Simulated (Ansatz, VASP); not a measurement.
# CuI in two plane-wave programs, part 2 of 2

Wanted: the spread between two codes on one cell, functional and k mesh. The cell is taken from a series of VASP runs on this material, whose earlier steps may have relaxed, scaled or displaced it; both programs get it as it stands. Valence electrons are named where the data sets of a main pair hold unlike numbers.

VASP 6.6.1 and Ansatz 0.2.0.

So far. Step 3 (VASP: band structure, HSE06): The k-mesh is coarse for exact exchange; levels may shift by about 0.1 eV on a finer one. The PAW data sets were made with PBE, which is usual practice but a small mismatch for other functionals.

## (4) Differences

Known differences besides the potentials themselves: exact exchange at q = 0 is treated differently, which shows on coarse meshes; VASP keeps PBE cores, Ansatz makes them for the functional; the data sets hold 36 valence electrons in Ansatz (on its default PAW (the set named soft_2) files) and 18 in VASP; the cutoff is 420 eV in Ansatz and 350 eV in VASP; VASP takes a coarser grid for exact exchange (PRECFOCK = Fast). Total energies have different zeros and are not compared.

Both answers:

```
                     quantity  Ansatz   VASP  difference
gap over the path points (eV)   2.696  2.638      +0.058
```

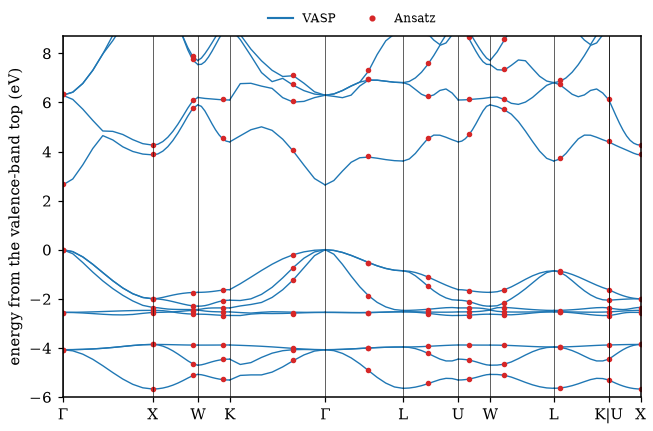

Bands from VASP (lines) and levels from Ansatz (dots). Dots without a line are higher empty bands that the VASP plot leaves out.

Levels at points of the path, from each program's valence-band top (eV; 4 filled, then empty):

```
k (reciprocal lattice)                                   Ansatz                                     VASP
     0.000 0.000 0.000      -2.57 0.00 0.00 0.00 2.70 6.34 6.34      -2.55 0.00 0.00 0.00 2.64 6.29 6.29
     0.500 0.000 0.500  -2.49 -2.36 -2.01 -2.01 3.88 4.28 11.00  -2.47 -2.35 -2.00 -2.00 3.86 4.26 10.99
     0.500 0.222 0.722   -2.48 -2.45 -2.30 -1.75 5.78 6.11 7.76   -2.47 -2.44 -2.29 -1.74 5.76 6.07 7.72
     0.403 0.347 0.750   -2.55 -2.38 -2.09 -1.65 4.54 6.14 8.89   -2.53 -2.37 -2.08 -1.65 4.52 6.11 8.85
     0.125 0.125 0.250   -2.56 -1.23 -0.72 -0.20 4.06 6.05 6.75   -2.54 -1.23 -0.72 -0.20 4.01 6.01 6.70
     0.278 0.278 0.278   -2.58 -1.88 -0.52 -0.52 3.82 6.95 6.95   -2.56 -1.87 -0.52 -0.52 3.77 6.91 6.91
     0.556 0.389 0.556   -2.56 -2.44 -1.48 -1.11 4.55 6.26 7.59   -2.54 -2.43 -1.47 -1.11 4.51 6.23 7.54
     0.583 0.250 0.667   -2.55 -2.38 -2.12 -1.67 4.70 6.15 8.65   -2.53 -2.37 -2.11 -1.67 4.68 6.12 8.61
     0.500 0.306 0.694   -2.55 -2.36 -2.18 -1.64 5.73 6.16 7.36   -2.53 -2.35 -2.17 -1.64 5.70 6.13 7.32
     0.486 0.486 0.528   -2.54 -2.49 -0.92 -0.88 3.73 6.76 6.90   -2.53 -2.47 -0.91 -0.88 3.70 6.72 6.86
```

Among the levels compared at these points, filled levels agree within 16 meV and empty ones within 58 meV.

## (5) VASP: band structure, r2SCAN-EpsX with an exact-exchange share of 0.152

The same path points are solved in both programs, so levels can be compared one by one.

The run reads the wave functions of an earlier VASP run, which isn't shown here.

INCAR

```
SYSTEM = CuI
PREC = Accurate
ENCUT = 350
EDIFF = 1E-06
NELM = 100
ISMEAR = 0
SIGMA = 0.03
LREAL = .FALSE.
ALGO = Normal
LHFCALC = .TRUE.
AEXX = 0.152
METAGGA = R2SCAN
LASPH = .TRUE.
NBANDS = 15
PRECFOCK = Fast
HFRCUT = -1
LORBIT = 11
LWAVE = .FALSE.
LCHARG = .FALSE.
KPAR = 4
```

POSCAR

```
CuI
1.0
    0.0000000000      3.0160000000      3.0160000000
    3.0160000000      0.0000000000      3.0160000000
    3.0160000000      3.0160000000      0.0000000000
I Cu
1 1
Direct
    0.0000000000      0.0000000000      0.0000000000
    0.7500000000      0.7500000000      0.7500000000
```

KPOINTS

```
Automatic mesh
0
Gamma
4 4 4
0 0 0
```

KPOINTS_OPT

```
Line mode
10
Line-mode
Reciprocal
  0.00000000   0.00000000   0.00000000 GAMMA
  0.50000000   0.00000000   0.50000000 X

  0.50000000   0.00000000   0.50000000 X
  0.50000000   0.25000000   0.75000000 W

  0.50000000   0.25000000   0.75000000 W
  0.37500000   0.37500000   0.75000000 K

  0.37500000   0.37500000   0.75000000 K
  0.00000000   0.00000000   0.00000000 GAMMA

  0.00000000   0.00000000   0.00000000 GAMMA
  0.50000000   0.50000000   0.50000000 L

  0.50000000   0.50000000   0.50000000 L
  0.62500000   0.25000000   0.62500000 U

  0.62500000   0.25000000   0.62500000 U
  0.50000000   0.25000000   0.75000000 W

  0.50000000   0.25000000   0.75000000 W
  0.50000000   0.50000000   0.50000000 L

  0.50000000   0.50000000   0.50000000 L
  0.37500000   0.37500000   0.75000000 K

  0.62500000   0.25000000   0.62500000 U
  0.50000000   0.00000000   0.50000000 X
```

PAW data sets: I and Cu (PBE family, release 64).

Run with:

```
$ mpirun -np 4 vasp_std
```

Numbers of over 12 decimals in the logs are rounded to 6 here.

Log:

```text
[banner, memory and clock lines left out]
running    4 mpi-ranks, on    1 nodes
[...]
|                                                                             |
|               ----> ADVICE to this user running VASP <----                  |
|                                                                             |
|     You enforced a specific xc type in the INCAR file but a different       |
|     [... a line on the potential file left out ...]
|     I HOPE YOU KNOW WHAT YOU ARE DOING!                                     |
|                                                                             |

 LDA part: xc-table for (None), standard interpolation
 found WAVECAR, reading the header
 POSCAR, INCAR and KPOINTS ok, starting setup
[...]
HFRCUT set to (new)   9.429134
 reading WAVECAR
 the WAVECAR file was read successfully
 initial charge from wavefunction
 entering main loop
       N       E                     dE             d eps       ncg     rms          rms(c)
[...]
DAV:  10    -0.322006844842E+02   -0.93946E-06   -0.71730E-07   211   0.896E-03
   1 F= -.32200684E+02 E0= -.32200684E+02  d E =-.195360E-13
 Start KPOINTS_OPT (optional k-point list driver)
k-point batch [1-8\100]
       N       E                     dE             ncg
DAV:   1     0.909015627129E+03   -0.93500E+03      240
DAV:   2     0.335046560827E+02   -0.87551E+03      247
DAV:   3    -0.251517493787E+02   -0.58656E+02      324
DAV:   4    -0.267163694775E+02   -0.15646E+01      324
DAV:   5    -0.267749148139E+02   -0.58545E-01      355
DAV:   6    -0.267777812718E+02   -0.28665E-02      347
DAV:   7    -0.267779385310E+02   -0.15726E-03      364
DAV:   8    -0.267779398457E+02   -0.13147E-05      289
DAV:   9    -0.267779398969E+02   -0.51252E-07      246
[...]
k-point batch [97-100\100]
       N       E                     dE             ncg
DAV:   1     0.245243296197E+04   -0.15568E+04      120
DAV:   2     0.207250420133E+04   -0.37993E+03      134
DAV:   3     0.205385099080E+04   -0.18653E+02      155
DAV:   4     0.205340293297E+04   -0.44806E+00      177
DAV:   5     0.205338655771E+04   -0.16375E-01      200
DAV:   6     0.205338640936E+04   -0.14835E-03      184
DAV:   7     0.205338640746E+04   -0.18934E-05      184
DAV:   8     0.205338640741E+04   -0.48415E-07      144
```

From OUTCAR (step 5):

```text
 POSITION                                       TOTAL-FORCE (eV/Angst)
 -----------------------------------------------------------------------------------
      0.00000      0.00000      0.00000        -0.000000     -0.000000     -0.000000
      4.52400      4.52400      4.52400         0.000000      0.000000      0.000000
 -----------------------------------------------------------------------------------
    total drift:                               -0.000291     -0.000174     -0.000096

  FREE ENERGIE OF THE ION-ELECTRON SYSTEM (eV)
  ---------------------------------------------------
  free  energy   TOTEN  =       -32.2006844842 eV

  energy  without entropy=      -32.2006844842  energy(sigma->0) =      -32.20068448

[... 2 parts as in an earlier step ...]

[... 1 further part left out ...]
[key lines of the parts left out:]
E-fermi :   3.7954
```

The k-mesh is coarse for unscreened exact exchange, which converges slowly with it.

## (6) Ansatz: band structure, r2SCAN-EpsX with an exact-exchange share of 0.152

The same cell, functional, mesh and smearing now go to Ansatz, which takes its cutoff from its data sets.

The cell is taken from a series of VASP runs on this material, whose earlier steps may have relaxed, scaled or displaced it; both programs get it as it stands.

input.yaml

```yaml
crystal:
  lattice:
    - [0.0, 3.016, 3.016]
    - [3.016, 0.0, 3.016]
    - [3.016, 3.016, 0.0]
  atoms:
    - { symbol: I, position: [0.0, 0.0, 0.0] }
    - { symbol: Cu, position: [0.75, 0.75, 0.75] }
hamiltonian:
  xc: { exchange: r2scan, correlation: r2scan, exx: { coeff: 0.152 } }
  pseudopotentials: { kind: paw }
kpoints:
  mp_grid: { grid: [4, 4, 4] }
  band_path:
    path:
      - [0.0, 0.0, 0.0]
      - [0.5, 0.0, 0.5]
      - [0.5, 0.22222, 0.72222]
      - [0.40278, 0.34722, 0.75]
      - [0.125, 0.125, 0.25]
      - [0.27778, 0.27778, 0.27778]
      - [0.55556, 0.38889, 0.55556]
      - [0.58333, 0.25, 0.66667]
      - [0.5, 0.30556, 0.69444]
      - [0.48611, 0.48611, 0.52778]
      - [0.625, 0.25, 0.625]
      - [0.5, 0.0, 0.5]
    npoints: 1
scf:
  occupations: { method: gaussian, width: 0.03 }
  n_extra_bands: 7
output:
  forces: true
  stress: true
  eigenvalues: true
```

Run with:

```
$ ansatz run input.yaml --threads 4 --pin off --max-ram 9216MiB --backend cpu --events-out ev --progress --plain --runs-dir out
```

Log:

```text
[...]
Crystal: 2 atoms, lattice volume = 54.869 Å³
Basis set: ecut = 500 eV, 1411 PW (Γ), exchange–correlation on 128×128×128 points (64 copies of the dense FFT grid, shifted against one another)
Bands: 25, of which v1, the nominal top of the filled ones, is band 18 counted from 1 (17 counted from 0)
Symmetry: 24 space group operations
[...]
k-points: 8 of 64 (time reversal used)
[...]
--- Band table (eV; the first three rows and the last of 8) ---
  k-point 0: bands = [... 14 lower, 5.0846, 7.3955, 7.3955, 7.3955, 10.2943, 13.9255, 13.9255, 13.9255, ... 3 higher]
  k-point 1: bands = [... 14 lower, 5.0750, 5.8436, 6.9651, 6.9651, 11.3990, 14.5072, 14.5072, 14.5521, ... 3 higher]
  k-point 2: bands = [... 14 lower, 5.1108, 5.1606, 6.5679, 6.5679, 11.2236, 14.4149, 14.4149, 16.3502, ... 3 higher]
  k-point 7: bands = [... 14 lower, 5.0928, 5.1915, 5.3401, 5.8116, 13.4241, 13.7692, 15.2133, 15.3249, ... 3 higher]
[key lines of the parts left out:]
Free energy (F): -14158.584405 eV
Fermi energy:    8.845082 eV
P = ⅓ Tr σ = 0.5251 GPa (5.251 kbar)
```

Wall time 33 s (4 threads of Arm Neoverse V2, shared host); peak memory 1 GiB; 2 min of CPU time.

## (7) Comparison

What differs besides the data sets and the points named for the pairs above, as far as they apply: the data sets hold 36 valence electrons in Ansatz (on its default PAW (the set named soft_2) files) and 18 in VASP; the cutoff is 500 eV in Ansatz and 350 eV in VASP. Total energies have different zeros and are not compared.

The two programs side by side:

```
                     quantity  Ansatz   VASP  difference
gap over the path points (eV)   2.899  2.858      +0.040
```

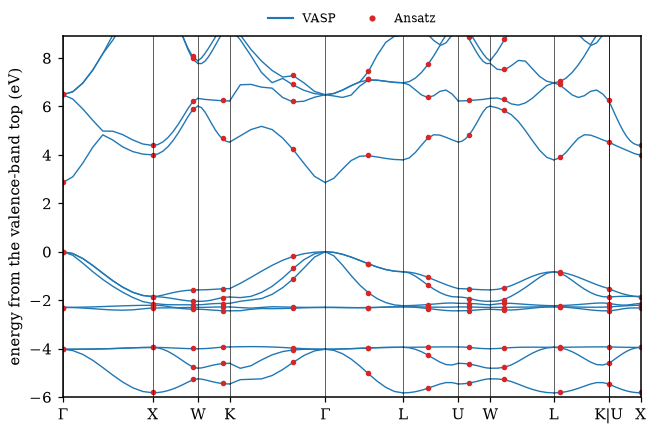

Bands from VASP (lines) and levels from Ansatz (dots). Dots without a line are higher empty bands that the VASP plot leaves out.

Levels at points of the path, from each program's valence-band top (eV; 4 filled, then empty):

```
k (reciprocal lattice)                                   Ansatz                                     VASP
     0.000 0.000 0.000      -2.31 0.00 0.00 0.00 2.90 6.53 6.53      -2.30 0.00 0.00 0.00 2.86 6.48 6.48
     0.500 0.000 0.500  -2.22 -2.15 -1.85 -1.85 4.01 4.41 11.27  -2.21 -2.14 -1.85 -1.85 4.00 4.39 11.26
     0.500 0.222 0.722   -2.30 -2.20 -2.05 -1.59 5.89 6.24 7.99   -2.30 -2.19 -2.04 -1.58 5.88 6.20 7.95
     0.403 0.347 0.750   -2.29 -2.14 -1.90 -1.53 4.68 6.27 9.09   -2.28 -2.13 -1.90 -1.53 4.66 6.24 9.04
     0.125 0.125 0.250   -2.30 -1.12 -0.69 -0.19 4.25 6.22 6.93   -2.29 -1.12 -0.69 -0.19 4.21 6.18 6.88
     0.278 0.278 0.278   -2.32 -1.70 -0.50 -0.50 4.00 7.14 7.14   -2.31 -1.70 -0.50 -0.50 3.96 7.09 7.09
     0.556 0.389 0.556   -2.30 -2.19 -1.38 -1.05 4.72 6.40 7.76   -2.29 -2.18 -1.37 -1.05 4.68 6.37 7.71
     0.583 0.250 0.667   -2.29 -2.14 -1.93 -1.54 4.84 6.28 8.85   -2.28 -2.14 -1.93 -1.54 4.81 6.24 8.80
     0.500 0.306 0.694   -2.30 -2.13 -1.98 -1.50 5.85 6.30 7.54   -2.30 -2.12 -1.97 -1.50 5.82 6.27 7.50
     0.486 0.486 0.528   -2.29 -2.23 -0.88 -0.84 3.91 6.93 7.07   -2.27 -2.23 -0.88 -0.84 3.88 6.89 7.03
```

Among the levels compared at these points, filled levels agree within 12 meV and empty ones within 51 meV.

## (8) Outcome

| Item | Value |
| --- | --- |
| largest difference of a filled level at the path points (band structure, HSE06) | 16 meV |
| difference in gap over the path points (band structure, HSE06) | 0.058 eV |
| largest difference of a filled level at the path points (band structure, r2SCAN-EpsX with an exact-exchange share of 0.152) | 12 meV |
| difference in gap over the path points (band structure, r2SCAN-EpsX with an exact-exchange share of 0.152) | 0.040 eV |

**Reading.** The difference in gap over the path points is 0.058 eV (band structure, HSE06), within the 0.08 eV picked in this series as the mark of a large difference. The data sets hold unlike numbers of valence electrons (36 in Ansatz and 18 in VASP), so part of the differences comes from the potentials. Such differences can come from data sets, numerical settings and the points named under the comparisons, not from the functional's error against experiment.

[Lines on the potential files, build, host, timing and source positions are cut from VASP's logs without a mark.]

[Logs are printed without paths, hosts, clocks, repeated set-up lines and the standing remarks that a program may print on its own settings, such as how far it seeks lower states.]

[Hosts, paths, dates, database ids (printed as entryN), source tags and the programs' standing remarks are cut or masked in the printed files.]
